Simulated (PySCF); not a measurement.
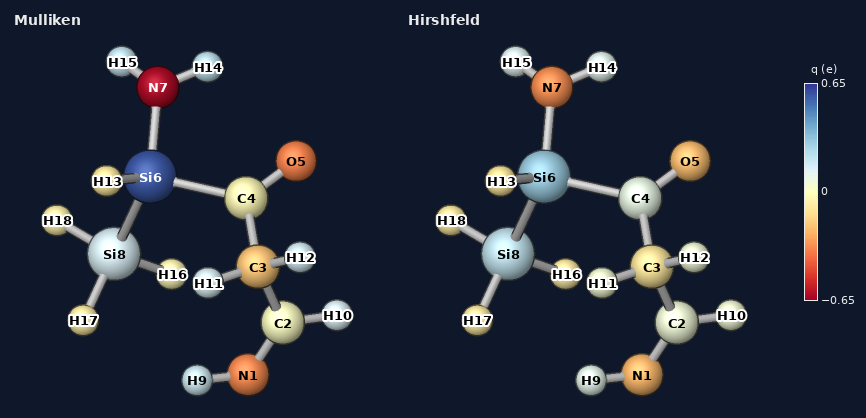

Atomic charges of one calculation by 2 schemes, on one colour scale. The geometry was computed by an optimisation with GFN2-xTB. No frequency run is at hand to confirm it as a minimum. Level of theory: PBE0/pcSseg-1 (PySCF 2.14.0).

**Which scheme gives the most polar picture (largest mean size of the charges)?**

The Mulliken charges are the largest in size here.

**On which atom do the schemes disagree most?**

On Si6 (from 0.29 to 0.58 e); N7 (from −0.62 to −0.32 e).

List the charges (e), one line for each set of equivalent atoms.

```json
{"atom": "N1", "Mulliken": "−0.33", "Hirshfeld": "−0.22"}
{"atom": "C2", "Mulliken": "0.01", "Hirshfeld": "0.06"}
{"atom": "C3", "Mulliken": "−0.19", "Hirshfeld": "−0.09"}
{"atom": "C4", "Mulliken": "−0.02", "Hirshfeld": "0.09"}
{"atom": "O5", "Mulliken": "−0.34", "Hirshfeld": "−0.21"}
{"atom": "Si6", "Mulliken": "0.58", "Hirshfeld": "0.29"}
{"atom": "N7", "Mulliken": "−0.62", "Hirshfeld": "−0.32"}
{"atom": "Si8", "Mulliken": "0.14", "Hirshfeld": "0.20"}
{"atom": "H9", "Mulliken": "0.17", "Hirshfeld": "0.11"}
{"atom": "H10", "Mulliken": "0.13", "Hirshfeld": "0.05"}
{"atom": "H11", "Mulliken": "0.14", "Hirshfeld": "0.05"}
{"atom": "H12", "Mulliken": "0.16", "Hirshfeld": "0.06"}
{"atom": "H13", "Mulliken": "−0.08", "Hirshfeld": "−0.09"}
{"atom": "H14", "Mulliken": "0.21", "Hirshfeld": "0.11"}
{"atom": "H15", "Mulliken": "0.19", "Hirshfeld": "0.12"}
{"atom": "H16", "Mulliken": "−0.03", "Hirshfeld": "−0.07"}
{"atom": "H17", "Mulliken": "−0.07", "Hirshfeld": "−0.08"}
{"atom": "H18", "Mulliken": "−0.06", "Hirshfeld": "−0.07"}
```

The geometry is semi-empirical. Around Si such bond lengths and angles can be off by a tenth of an ångström or more and by several degrees, and values that hang on the shape move with them.
